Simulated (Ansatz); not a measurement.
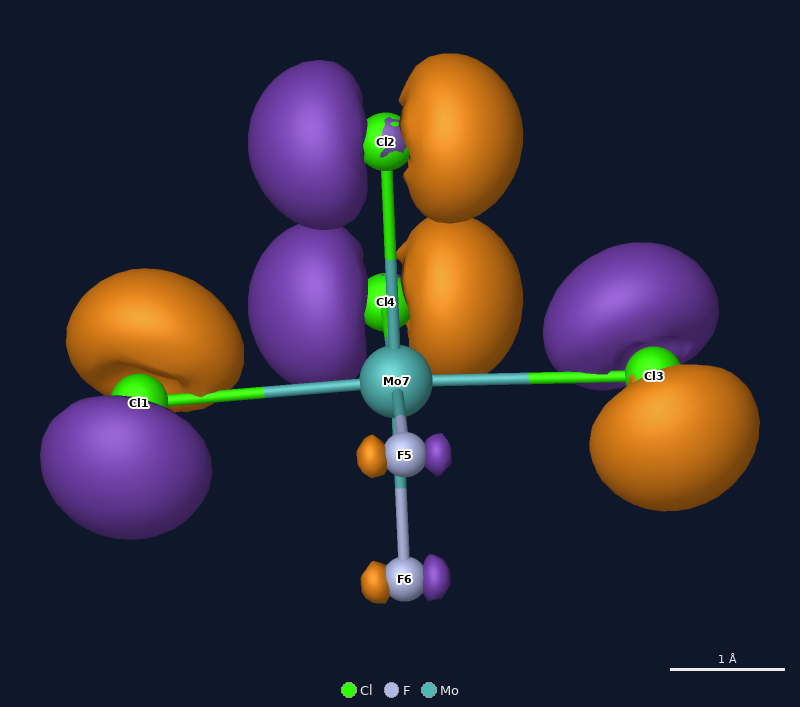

The picture shows: Cl4F2Mo (SMILES [F][Mo]([F])([Cl])([Cl])([Cl])[Cl]). The HOMO−1 at ±0.15 Å⁻³ᐟ² (orange and purple are the two phases), seen at an oblique angle.

Geometry: PBE0-D4/def2-SVP; core potentials replace the inner electrons of Mo.

All numbers below come from isolated molecule in a Gaussian basis; Kohn-Sham density functional theory, functional PBE0 (Ansatz 0.2.0).

```xyz
7

Cl   -0.1335   -2.2306    0.5026
Cl    1.6786   -0.3645   -1.4533
Cl   -0.0928    2.2080   -0.5388
Cl    1.3668    0.3847    1.7277
F    -1.2398   -0.3177   -1.3679
F    -1.4813    0.2624    1.0949
Mo   -0.0366   -0.0103   -0.0109
```

Question: Where does this orbital lie, and at what energy?

Answer: Its weight (Hirshfeld) is mainly on Cl1 (about 25 %), Cl3 (about 25 %), Cl2 (about 25 %) and Cl4 (about 25 %); largely a combination of lone pairs on Cl1, Cl3, Cl2 and Cl4. Its energy is −9.66 eV.
